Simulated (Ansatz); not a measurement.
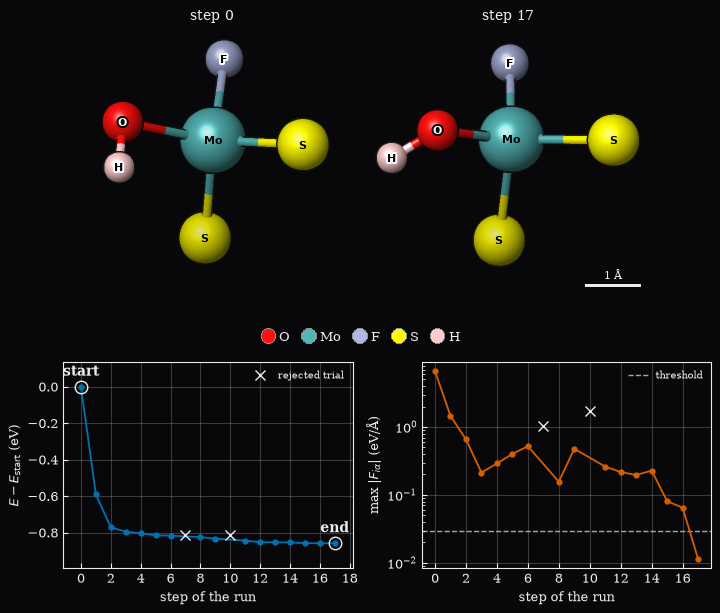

First and last geometry of a relaxation of MoHS₂OF (coarse preliminary run), with the history of the run. A ball-and-stick model, seen from a free direction.

The start comes from a force field.

These are results of RKS PBE-D4/def2-SVP in Ansatz, not measurements. Set-up: force threshold 0.03 eV/Å; at most 200 steps.

**Read the history and describe the run.**

It converged. Over 15 accepted moves (17 points after the start) the energy falls by 0.858 eV. The largest force component goes from 6.6 to 0.011 eV/Å. The line search rejected the trial steps at points 7, 10 of the run. The largest move after the best rigid fit is that of the H atom, 0.64 Å. By element the largest moves are H 0.64 Å, O 0.47 Å, S 0.29 Å, F 0.23 Å, Mo 0.08 Å. Among the contacts that change: Mo–O 1.994 → 1.867 Å, Mo–S 2.008 → 2.126 Å, F–Mo 1.960 → 1.853 Å, H–O 1.062 → 0.978 Å. Bond angles that change, for instance: Mo–O–H 104.6° → 121.5°, O–Mo–S 112.1° → 107.8°, O–Mo–F 107.8° → 112.1°. Groups turn about Mo–O by about 80°.
